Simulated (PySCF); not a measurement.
**Fluorothioborine (BSF): NMR shifts in gas and solvents**

Aim: compute the NMR shifts of Fluorothioborine (BSF) (`FB=S`), and see what a dielectric continuum does where one was used.

Programs: PySCF 2.14.0, with density-fitted response routines of our own. Each step states its level of theory. These are calculated values for one molecule, in the gas phase or a continuum, unless marked as measured. Atoms are numbered from 0 throughout.

### 1 The starting structure

3 atoms, charge 0, multiplicity 1; geometry from: GFN2-xTB. The atoms were then displaced at random by about 0.01 Å, so the start is not that level's minimum.

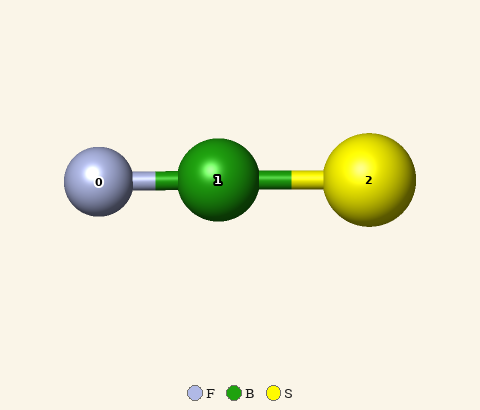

As it starts; fluorine light blue, boron green, sulfur yellow, atoms numbered.

### 2 Optimising the geometry at PBE0-D3(BJ)/def2-TZVP

Job settings and geometry (Å):

```
{"job": {"xc": "PBE0", "basis": "def2-TZVP", "d3": "d3bj", "grid": 2, "shake": 0.01, "kind": "geom"}, "charge": 0, "multiplicity": 1}
F     -1.366940     0.109920    -0.002250
B     -0.107920     0.100530    -0.006510
S      1.480870     0.065010    -0.010420
```

Command:

```sh
$ OMP_NUM_THREADS=1 python probes_run.py task.json out
```

This one command runs all jobs of the session in turn.

What it wrote:

```text
step   0  E = -522.75167201  max force = 0.022008
step   1  E = -522.75241230  max force = 0.004620
step   2  E = -522.75242684  max force = 0.001566
step   3  E = -522.75242861  max force = 0.000024
optimisation converged
```

It took 12 s on 1 thread of Arm Neoverse N1, shared host; peak memory 0.38 GiB.

Relaxation path:

| step | energy from step 0 (eV) | largest force component (eV/Å) |
| --- | --- | --- |
| 0 | 0.0000 | 1.1317 |
| 1 | -0.0201 | 0.2376 |
| 2 | -0.0205 | 0.0805 |
| 3 | -0.0206 | 0.0012 |

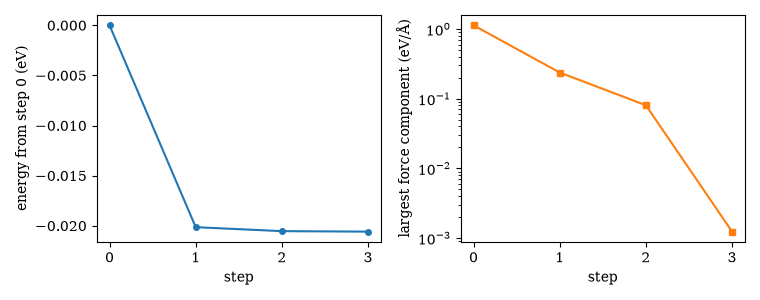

Energy and force, step by step.

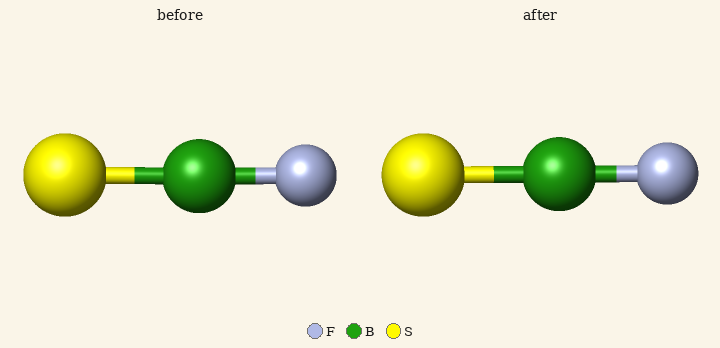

The geometry before (left) and after (right).

Distances of close pairs at the start and the end, largest changes first:

| bond | before (Å) | after (Å) | change (Å) |
| --- | --- | --- | --- |
| B1–S2 | 1.589 | 1.609 | +0.020 |
| F0–B1 | 1.259 | 1.278 | +0.019 |

The end geometry stands in the next job.

| at the end point | value |
| --- | --- |
| point group (found at 0.08 Å tolerance) | Cinfv |
| rotational constants (GHz, main isotopes) | 4.959, 4.959 |
| dipole moment (D) | 1.18 |

### 3 NMR shieldings: PBE0/pcSseg-2

Job settings and geometry (Å):

```
{"job": {"kind": "nmr", "xc": "PBE0", "basis": "pcSseg-2"}, "charge": 0, "multiplicity": 1}
F     -1.389579     0.111543    -0.022677
B     -0.111822     0.102033    -0.032211
S      1.497312     0.090432    -0.044224
```

Level: GIAO PBE0/pcSseg-2 NMR shielding, non-relativistic, gas phase.

What it wrote:

```text
coarse grid: 3800 points
cycle   1  E = -522.7138525475  dE =  3.499e-01  |g| = 4.225e-01  |ddm| = 1.400e+00
cycle   2  E = -522.6659703085  dE =  4.788e-02  |g| = 6.362e-01  |ddm| = 6.054e-01
cycle   3  E = -522.7494059411  dE = -8.344e-02  |g| = 8.263e-02  |ddm| = 4.155e-01
cycle   4  E = -522.7508107017  dE = -1.405e-03  |g| = 3.865e-02  |ddm| = 8.840e-02
cycle   5  E = -522.7512008634  dE = -3.902e-04  |g| = 8.525e-03  |ddm| = 3.001e-02
cycle   6  E = -522.7512148934  dE = -1.403e-05  |g| = 1.180e-03  |ddm| = 5.946e-03
cycle   7  E = -522.7512151003  dE = -2.069e-07  |g| = 1.087e-04  |ddm| = 8.636e-04
final grid: 34560 points
cycle   8  E = -522.7576877554  dE = -5.861e-05  |g| = 5.355e-03  |ddm| = 1.936e-02
cycle   9  E = -522.7576713196  dE =  1.644e-05  |g| = 9.023e-03  |ddm| = 1.076e-02
cycle  10  E = -522.7576951224  dE = -2.380e-05  |g| = 7.755e-04  |ddm| = 7.519e-03
cycle  11  E = -522.7576952471  dE = -1.248e-07  |g| = 2.568e-04  |ddm| = 5.865e-04
cycle  12  E = -522.7576952547  dE = -7.538e-09  |g| = 1.012e-04  |ddm| = 1.043e-04
cycle  13  E = -522.7576952563  dE = -1.578e-09  |g| = 1.187e-05  |ddm| = 4.842e-05
cycle  14  E = -522.7576952563  dE = -2.842e-11  |g| = 1.076e-06  |ddm| = 7.808e-06
converged SCF energy = -522.7576952563

GIAO shielding tensors (ppm)
atom      isotropic    diamagn.    paramagn.     s11        s22        s33       span
  0 F      312.824     464.944    -152.120    225.737    225.739    486.995    261.258
  1 B       77.205     204.484    -127.279      3.260      3.260    225.095    221.835
  2 S      807.075    1058.846    -251.771    680.422    680.427   1060.376    379.954
```

Run time: 7.6 s. Hardware: 1 thread of Arm Neoverse N1, shared host; peak memory 0.48 GiB.

Shifts follow as δ = σ(reference) − σ, with reference shieldings (ppm) from runs at the same level and on the same kind of geometry: 19F CFCl3 174.3, 11B BF3·OEt2 98.7, 33S CS2 513. The references are single molecules in the gas phase, so shifts against H2O, NH3, PH3, H3PO4 or CFCl3 are not on the usual liquid scales and can be off by tens of ppm.

| atoms | environment | σ (ppm) | δ (ppm) |
| --- | --- | --- | --- |
| F0 | fluorine bonded to B | 312.8 | -138.5 |
| B1 | boron bonded to F, S | 77.2 | 21.5 |
| S2 | sulfur bonded to B | 807 | -294 |

Charges from the same density, by scheme (e):

| atoms | Mulliken | IAO | Hirshfeld | ESP fit |
| --- | --- | --- | --- | --- |
| F0 | -0.24 | -0.24 | -0.08 | -0.02 |
| B1 | 0.43 | 0.34 | 0.25 | 0.21 |
| S2 | -0.19 | -0.10 | -0.18 | -0.19 |

ESP fit charges:

| atom | value (e) |
| --- | --- |
| F0 | -0.02 |
| B1 | 0.21 |
| S2 | -0.19 |

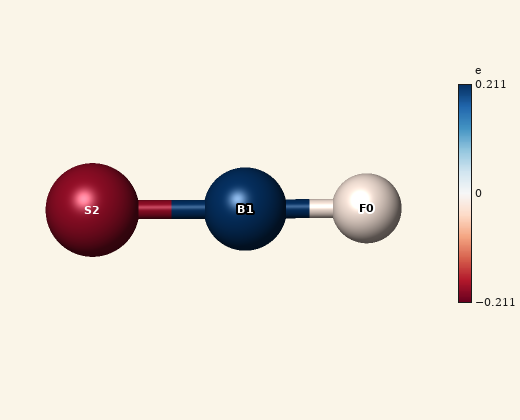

ESP fit charges, as colours on the atoms.

Mayer bond orders: F0–B1 1.16, B1–S2 2.35.

The fields below are evaluated on a grid from the run's orbitals.

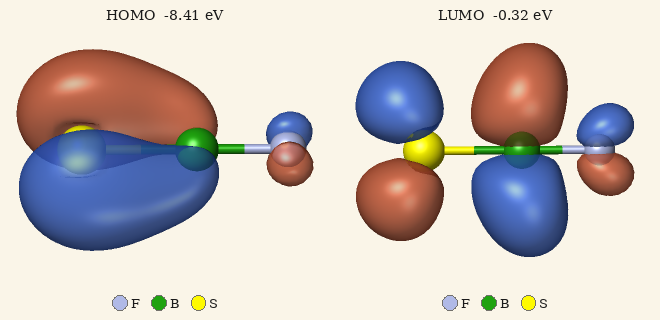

Frontier orbitals at PBE0/pcSseg-2; each surface holds 70 % of the orbital's density, blue and red mark the sign.

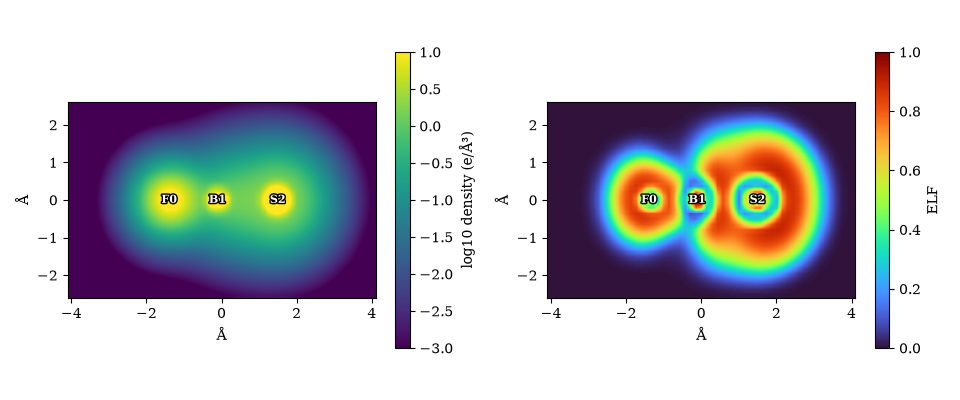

Density (left) and ELF (right) in a plane through or near 3 of the atoms.

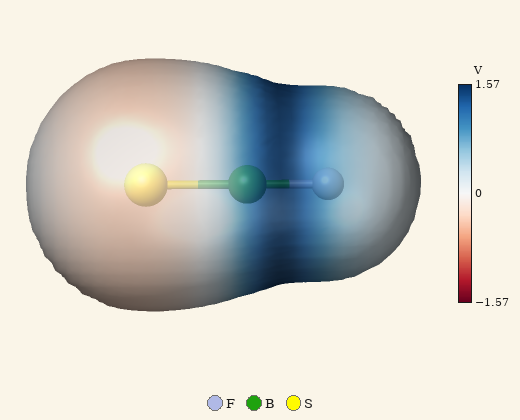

Electrostatic potential on the surface of density 0.002 e/bohr³; red is low, blue high. It runs, from the 1st to the 99th percentile, from -0.34 V near S2 to 1.57 V near B1.

### 4 Nuclear shieldings: KT3/pcSseg-2

Job settings and geometry (Å):

```
{"job": {"kind": "nmr", "xc": "KT3", "basis": "pcSseg-2", "pop": false}, "charge": 0, "multiplicity": 1}
F     -1.389579     0.111543    -0.022677
B     -0.111822     0.102033    -0.032211
S      1.497312     0.090432    -0.044224
```

With the program's defaults for keys left out, this is: GIAO KT3/pcSseg-2 NMR shielding, non-relativistic, gas phase.

What it wrote:

```text
coarse grid: 3800 points
cycle   1  E = -527.3969533624  dE =  3.642e-01  |g| = 6.083e-01  |ddm| = 1.399e+00
cycle   2  E = -527.2594841731  dE =  1.375e-01  |g| = 1.070e+00  |ddm| = 8.015e-01
cycle   3  E = -527.4550825591  dE = -1.956e-01  |g| = 1.582e-01  |ddm| = 5.534e-01
cycle   4  E = -527.4614160933  dE = -6.334e-03  |g| = 5.046e-02  |ddm| = 1.622e-01
cycle   5  E = -527.4619582937  dE = -5.422e-04  |g| = 3.192e-02  |ddm| = 6.131e-02
cycle   6  E = -527.4622264757  dE = -2.682e-04  |g| = 2.631e-03  |ddm| = 1.984e-02
cycle   7  E = -527.4622281124  dE = -1.637e-06  |g| = 4.213e-04  |ddm| = 2.020e-03
final grid: 34560 points
cycle   8  E = -527.4827615524  dE = -1.844e-04  |g| = 2.320e-02  |ddm| = 4.296e-02
cycle   9  E = -527.4824554160  dE =  3.061e-04  |g| = 4.620e-02  |ddm| = 2.704e-02
cycle  10  E = -527.4828289626  dE = -3.735e-04  |g| = 6.197e-03  |ddm| = 2.322e-02
cycle  11  E = -527.4828370725  dE = -8.110e-06  |g| = 3.118e-03  |ddm| = 7.127e-03
cycle  12  E = -527.4828401079  dE = -3.035e-06  |g| = 1.785e-04  |ddm| = 2.577e-03
cycle  13  E = -527.4828401156  dE = -7.774e-09  |g| = 5.958e-05  |ddm| = 1.945e-04
cycle  14  E = -527.4828401166  dE = -9.657e-10  |g| = 7.983e-06  |ddm| = 5.512e-05
converged SCF energy = -527.4828401166

GIAO shielding tensors (ppm)
atom      isotropic    diamagn.    paramagn.     s11        s22        s33       span
  0 F      306.894     466.606    -159.712    216.150    216.150    488.381    272.231
  1 B       82.043     205.546    -123.503     10.106     10.106    225.916    215.810
  2 S      831.265    1060.697    -229.431    715.607    715.607   1062.582    346.975
```

It took 5.7 s on 1 thread of Arm Neoverse N1, shared host; peak memory 0.38 GiB.

In short: δ F0 -161.4, B1 16.2, S2 -296 ppm.

### 5 NMR shieldings: wB97X-D/pcSseg-2

Job settings and geometry (Å):

```
{"job": {"kind": "nmr", "xc": "wB97X-D", "basis": "pcSseg-2", "pop": false}, "charge": 0, "multiplicity": 1}
F     -1.389579     0.111543    -0.022677
B     -0.111822     0.102033    -0.032211
S      1.497312     0.090432    -0.044224
```

Level: GIAO wB97X-D/pcSseg-2 NMR shielding, non-relativistic, gas phase.

What it wrote:

```text
coarse grid: 3800 points
cycle   1  E = -522.9151875414  dE =  3.619e-01  |g| = 5.091e-01  |ddm| = 1.342e+00
cycle   2  E = -522.9099151788  dE =  5.272e-03  |g| = 6.011e-01  |ddm| = 6.866e-01
cycle   3  E = -522.9808719905  dE = -7.096e-02  |g| = 2.835e-02  |ddm| = 3.567e-01
cycle   4  E = -522.9811416980  dE = -2.697e-04  |g| = 8.548e-03  |ddm| = 2.916e-02
cycle   5  E = -522.9811811745  dE = -3.948e-05  |g| = 2.552e-03  |ddm| = 1.546e-02
cycle   6  E = -522.9811832794  dE = -2.105e-06  |g| = 2.025e-03  |ddm| = 3.178e-03
final grid: 34560 points
cycle   7  E = -522.9873776431  dE = -8.827e-05  |g| = 6.115e-03  |ddm| = 2.455e-02
cycle   8  E = -522.9873777310  dE = -8.795e-08  |g| = 6.196e-03  |ddm| = 3.732e-03
cycle   9  E = -522.9873823442  dE = -4.613e-06  |g| = 6.432e-04  |ddm| = 1.870e-03
cycle  10  E = -522.9873824040  dE = -5.974e-08  |g| = 1.849e-04  |ddm| = 4.276e-04
cycle  11  E = -522.9873824102  dE = -6.256e-09  |g| = 4.801e-05  |ddm| = 1.417e-04
cycle  12  E = -522.9873824108  dE = -5.859e-10  |g| = 1.552e-05  |ddm| = 6.189e-05
converged SCF energy = -522.9873824108

GIAO shielding tensors (ppm)
atom      isotropic    diamagn.    paramagn.     s11        s22        s33       span
  0 F      318.365     463.067    -144.702    233.926    233.929    487.241    253.315
  1 B       76.811     205.053    -128.242      2.813      2.814    224.805    221.992
  2 S      808.803    1059.083    -250.280    682.853    682.856   1060.699    377.845
```

Run time: 4.9 s. Hardware: 1 thread of Arm Neoverse N1, shared host; peak memory 0.49 GiB.

Key values: δ F0 -133.4, B1 22.8, S2 -298 ppm.

### 6 NMR shieldings: B97-2/pcSseg-2

Job settings and geometry (Å):

```
{"job": {"kind": "nmr", "xc": "B97-2", "basis": "pcSseg-2", "pop": false}, "charge": 0, "multiplicity": 1}
F     -1.389579     0.111543    -0.022677
B     -0.111822     0.102033    -0.032211
S      1.497312     0.090432    -0.044224
```

With the program's defaults for keys left out, this is: GIAO B97-2/pcSseg-2 NMR shielding, non-relativistic, gas phase.

What it wrote:

```text
coarse grid: 3800 points
cycle   1  E = -522.9689642709  dE =  3.514e-01  |g| = 4.658e-01  |ddm| = 1.397e+00
cycle   2  E = -522.9079555792  dE =  6.101e-02  |g| = 7.160e-01  |ddm| = 6.580e-01
cycle   3  E = -523.0101257838  dE = -1.022e-01  |g| = 9.413e-02  |ddm| = 4.540e-01
cycle   4  E = -523.0122090324  dE = -2.083e-03  |g| = 3.831e-02  |ddm| = 1.006e-01
cycle   5  E = -523.0125988075  dE = -3.898e-04  |g| = 1.036e-02  |ddm| = 3.106e-02
cycle   6  E = -523.0126193725  dE = -2.056e-05  |g| = 7.905e-04  |ddm| = 6.476e-03
cycle   7  E = -523.0126194327  dE = -6.023e-08  |g| = 8.207e-05  |ddm| = 5.319e-04
final grid: 34560 points
cycle   8  E = -523.0173381164  dE = -7.303e-05  |g| = 7.007e-03  |ddm| = 2.128e-02
cycle   9  E = -523.0173200294  dE =  1.809e-05  |g| = 1.111e-02  |ddm| = 9.171e-03
cycle  10  E = -523.0173459724  dE = -2.594e-05  |g| = 1.268e-03  |ddm| = 6.992e-03
cycle  11  E = -523.0173462647  dE = -2.923e-07  |g| = 5.472e-04  |ddm| = 1.220e-03
cycle  12  E = -523.0173463353  dE = -7.055e-08  |g| = 7.015e-05  |ddm| = 4.152e-04
cycle  13  E = -523.0173463368  dE = -1.478e-09  |g| = 1.416e-05  |ddm| = 6.164e-05
cycle  14  E = -523.0173463368  dE = -4.343e-11  |g| = 1.563e-06  |ddm| = 1.204e-05
converged SCF energy = -523.0173463368

GIAO shielding tensors (ppm)
atom      isotropic    diamagn.    paramagn.     s11        s22        s33       span
  0 F      316.265     465.529    -149.264    230.743    230.743    487.308    256.565
  1 B       79.101     204.500    -125.399      6.168      6.168    224.967    218.799
  2 S      814.870    1059.324    -244.455    691.828    691.830   1060.951    369.124
```

Wall time 4.1 s (1 thread of Arm Neoverse N1, shared host); peak memory 0.49 GiB.

In short: δ F0 -140.3, B1 20.7, S2 -298 ppm.

### 7 NMR shieldings: WP04/pcSseg-2 in chloroform

Job settings and geometry (Å):

```
{"job": {"kind": "nmr", "xc": "WP04", "basis": "pcSseg-2", "pop": false, "solvent": "chloroform"}, "charge": 0, "multiplicity": 1}
F     -1.389579     0.111543    -0.022677
B     -0.111822     0.102033    -0.032211
S      1.497312     0.090432    -0.044224
```

With the program's defaults for keys left out, this is: GIAO WP04/pcSseg-2 NMR shielding, non-relativistic, IEF-PCM chloroform.

What it wrote:

```text
coarse grid: 3800 points
cycle   1  E = -529.0980932299  dE =  3.637e-01  |g| = 7.767e-01  |ddm| = 1.422e+00
cycle   2  E = -528.9479107942  dE =  1.502e-01  |g| = 1.222e+00  |ddm| = 9.336e-01
cycle   3  E = -529.1886538268  dE = -2.407e-01  |g| = 1.329e-01  |ddm| = 5.899e-01
cycle   4  E = -529.1930153472  dE = -4.362e-03  |g| = 2.417e-02  |ddm| = 1.141e-01
cycle   5  E = -529.1930580631  dE = -4.272e-05  |g| = 2.234e-02  |ddm| = 3.290e-02
cycle   6  E = -529.1931799378  dE = -1.219e-04  |g| = 1.415e-03  |ddm| = 1.546e-02
cycle   7  E = -529.1931802917  dE = -3.539e-07  |g| = 1.757e-04  |ddm| = 8.258e-04
final grid: 34560 points
cycle   8  E = -529.1987013685  dE = -1.056e-04  |g| = 3.113e-03  |ddm| = 2.246e-02
cycle   9  E = -529.1986983260  dE =  3.043e-06  |g| = 4.576e-03  |ddm| = 4.535e-03
cycle  10  E = -529.1987031154  dE = -4.789e-06  |g| = 6.402e-04  |ddm| = 3.443e-03
cycle  11  E = -529.1987031870  dE = -7.163e-08  |g| = 3.807e-04  |ddm| = 6.600e-04
cycle  12  E = -529.1987032174  dE = -3.038e-08  |g| = 9.128e-05  |ddm| = 2.748e-04
cycle  13  E = -529.1987032189  dE = -1.573e-09  |g| = 1.294e-05  |ddm| = 5.454e-05
cycle  14  E = -529.1987032190  dE = -3.479e-11  |g| = 1.548e-06  |ddm| = 1.032e-05
converged SCF energy = -529.1987032190

GIAO shielding tensors (ppm)
atom      isotropic    diamagn.    paramagn.     s11        s22        s33       span
  0 F      317.229     467.074    -149.844    230.901    230.901    489.886    258.985
  1 B       70.850     204.680    -133.831     -6.115     -6.115    224.779    230.894
  2 S      796.316    1062.430    -266.114    662.262    662.263   1064.423    402.161
```

It took 4.3 s on 1 thread of Arm Neoverse N1, shared host; peak memory 0.49 GiB.

Key values: δ F0 -138.3, B1 23.3, S2 -317 ppm.

### 8 Shielding tensors: wB97X-D/pcSseg-2 in chloroform

Job settings and geometry (Å):

```
{"job": {"kind": "nmr", "xc": "wB97X-D", "basis": "pcSseg-2", "pop": false, "solvent": "chloroform"}, "charge": 0, "multiplicity": 1}
F     -1.389579     0.111543    -0.022677
B     -0.111822     0.102033    -0.032211
S      1.497312     0.090432    -0.044224
```

Method: GIAO wB97X-D/pcSseg-2 NMR shielding, non-relativistic, IEF-PCM chloroform.

What it wrote:

```text
coarse grid: 3800 points
cycle   1  E = -522.9225047297  dE =  3.547e-01  |g| = 4.943e-01  |ddm| = 1.342e+00
cycle   2  E = -522.9285276476  dE = -6.023e-03  |g| = 5.510e-01  |ddm| = 6.113e-01
cycle   3  E = -522.9823196320  dE = -5.379e-02  |g| = 3.603e-02  |ddm| = 2.837e-01
cycle   4  E = -522.9826036580  dE = -2.840e-04  |g| = 2.199e-02  |ddm| = 3.960e-02
cycle   5  E = -522.9827125613  dE = -1.089e-04  |g| = 7.753e-03  |ddm| = 1.659e-02
cycle   6  E = -522.9827285286  dE = -1.597e-05  |g| = 8.580e-04  |ddm| = 8.053e-03
cycle   7  E = -522.9827292749  dE = -7.463e-07  |g| = 2.068e-04  |ddm| = 2.675e-03
final grid: 34560 points
cycle   8  E = -522.9889034524  dE = -8.693e-05  |g| = 7.441e-03  |ddm| = 2.411e-02
cycle   9  E = -522.9889025854  dE =  8.670e-07  |g| = 8.049e-03  |ddm| = 4.451e-03
cycle  10  E = -522.9889106362  dE = -8.051e-06  |g| = 5.605e-04  |ddm| = 2.300e-03
cycle  11  E = -522.9889106809  dE = -4.466e-08  |g| = 1.561e-04  |ddm| = 3.812e-04
cycle  12  E = -522.9889106854  dE = -4.517e-09  |g| = 2.657e-05  |ddm| = 1.288e-04
cycle  13  E = -522.9889106856  dE = -2.019e-10  |g| = 1.363e-05  |ddm| = 2.637e-05
converged SCF energy = -522.9889106856

GIAO shielding tensors (ppm)
atom      isotropic    diamagn.    paramagn.     s11        s22        s33       span
  0 F      314.459     463.100    -148.641    228.135    228.138    487.105    258.970
  1 B       76.416     204.674    -128.258      2.354      2.354    224.539    222.184
  2 S      815.063    1059.312    -244.249    692.143    692.145   1060.901    368.758
```

It took 5.2 s on 1 thread of Arm Neoverse N1, shared host; peak memory 0.49 GiB.

In short: δ F0 -127.3, B1 23.5, S2 -305 ppm.

### 9 Run by run: NMR shifts

Shifts (ppm), with basis size and wall time:

| run | F0 | B1 | S2 | functions | time |
| --- | --- | --- | --- | --- | --- |
| PBE0/pcSseg-2 | -138.5 | 21.5 | -294 | 115 | 7.6 s |
| KT3/pcSseg-2 | -161.4 | 16.2 | -296 | 115 | 5.7 s |
| wB97X-D/pcSseg-2 | -133.4 | 22.8 | -298 | 115 | 4.9 s |
| B97-2/pcSseg-2 | -140.3 | 20.7 | -298 | 115 | 4.1 s |
| WP04/pcSseg-2 in chloroform | -138.3 | 23.3 | -317 | 115 | 4.3 s |
| wB97X-D/pcSseg-2 in chloroform | -127.3 | 23.5 | -305 | 115 | 5.2 s |

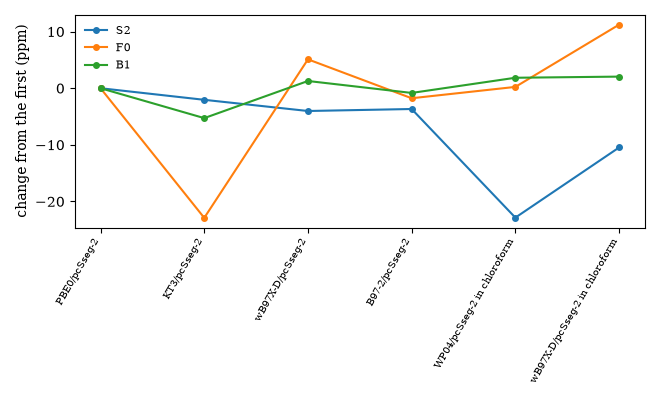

How the tabulated atoms move from run to run.

### 10 What came out

| quantity | value |
| --- | --- |
| point group | Cinfv |
| rotational constants (main isotopes) | 4.96, 4.96 GHz |
| 19F shifts against CFCl3 (PBE0/pcSseg-2) | -138.5 ppm |
| 11B shifts against BF3·OEt2 (PBE0/pcSseg-2) | 21.5 ppm |
| 33S shifts against CS2 (PBE0/pcSseg-2) | -294 ppm |
| surface potential, 1st and 99th percentile | -0.34 V and 1.57 V |
| range of the shift of S2 (wB97X-D/pcSseg-2 runs) | -305 to -298 ppm |

**Reading.** The optimisation took 3 steps and gained 0.021 eV; among the close pairs (by a distance rule), B1–S2 changed most, from 1.589 to 1.609 Å. No frequency check was run at this level, so the end point may be a saddle. At PBE0/pcSseg-2: Shielding is most anisotropic at S2 (span 380 ppm, paramagnetic term -252 ppm). At one level, wB97X-D/pcSseg-2: In ppm, S2 moves most: its shift spreads over 6 ppm, from -305 (wB97X-D/pcSseg-2 in chloroform) to -298 (wB97X-D/pcSseg-2).
